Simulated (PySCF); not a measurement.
**C7H11FSi: density, localisation and related maps**

```xyz
20

C     3.3641   -0.9735    0.1236
C     2.1100   -0.7162   -0.2044
C     1.3668    0.4997    0.2037
Si   -0.1527    0.0948    1.3374
C    -0.8972    0.5102   -0.3439
C    -2.0289    0.3130   -1.0038
C    -3.2599   -0.2664   -0.3998
C     0.4122    1.0284   -0.8907
F     0.7004    0.5882   -2.1657
H     3.9510   -0.2806    0.7049
H     3.8566   -1.8829   -0.1742
H     1.5459   -1.4245   -0.7971
H     2.0635    1.2599    0.5567
H    -0.3931    1.0791    2.3923
H    -0.2474   -1.2785    1.8224
H    -2.0949    0.5747   -2.0547
H    -3.5398   -1.1813   -0.9214
H    -3.1010   -0.4899    0.6529
H    -4.0903    0.4327   -0.4961
H     0.4294    2.1239   -0.9488
```

Geometry: GFN2-xTB.

Level of theory: PBE0/pcSseg-1, SCF density, gas phase, non-relativistic in PySCF 2.14.0.

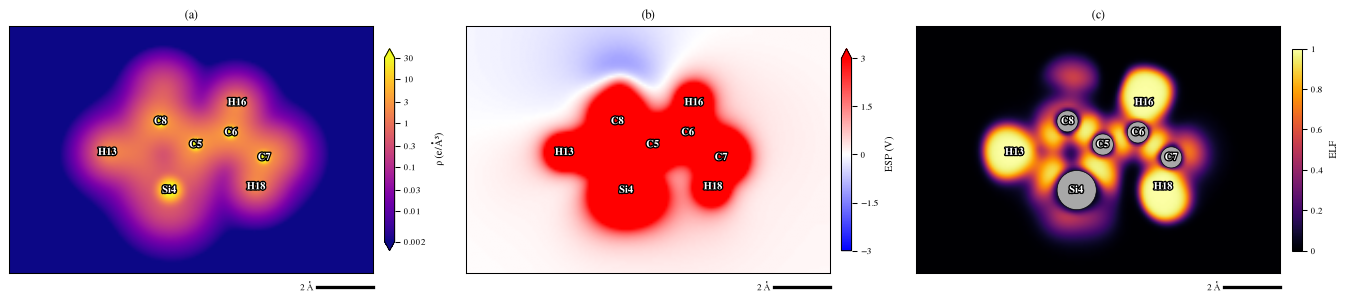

Figure 1. (a) electron density; (b) molecular electrostatic potential; (c) electron localisation function on the plane of atoms C5, C6 and C7. Grey discs cover the atomic cores in the ELF map.

Q: Read the bonding off the picture.

A: The plane passes through Si, C and H nuclei.
C–C (1.32 Å): the density is about 2.3 e/Å³ at the midpoint; the ELF peaks at about 0.90 between the atoms; a short, multiple covalent bond.
C–Si (1.89 Å): ρ at the midpoint is about 0.9 e/Å³; the ELF peaks at about 0.95 between the atoms; a covalent bond.
C–H (1.08 Å): the density is about 2 e/Å³ at the midpoint; the ELF climbs to about 1 towards the hydrogen, as it does in any bond to H; a covalent bond by its length.
C–C (1.51 Å): ρ is about 1.7 e/Å³ halfway; the ELF peaks at about 0.95 between the atoms (localised, covalent bonding).
Outside the dense part of the molecule the potential is most negative (−1.1 V) near F9, which lies off the plane.

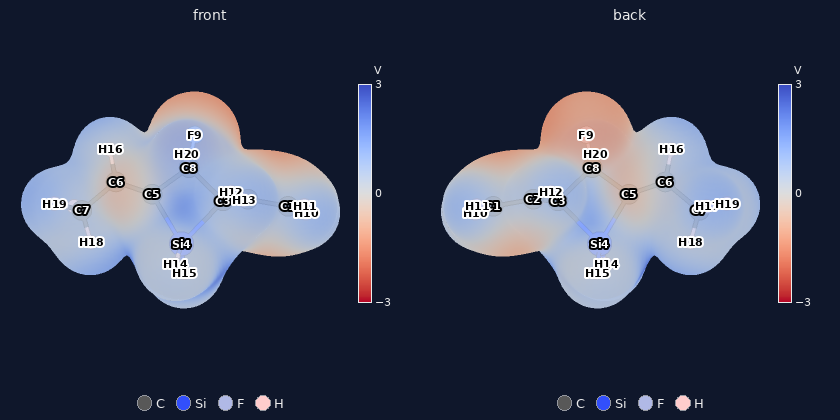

Figure 2. The electrostatic potential painted on the density surface at 0.004 e/bohr³, seen from the front and from behind; the colour scale runs from red (negative) to blue (positive).

Q: Where is the surface potential most negative and most positive?

A: The most negative region (about −1.4 V) lies over F9, the most positive (about +2.0 V) over Si4.

Q: What dipole moment does the calculation give?

A: Its dipole moment is 2.14 D.
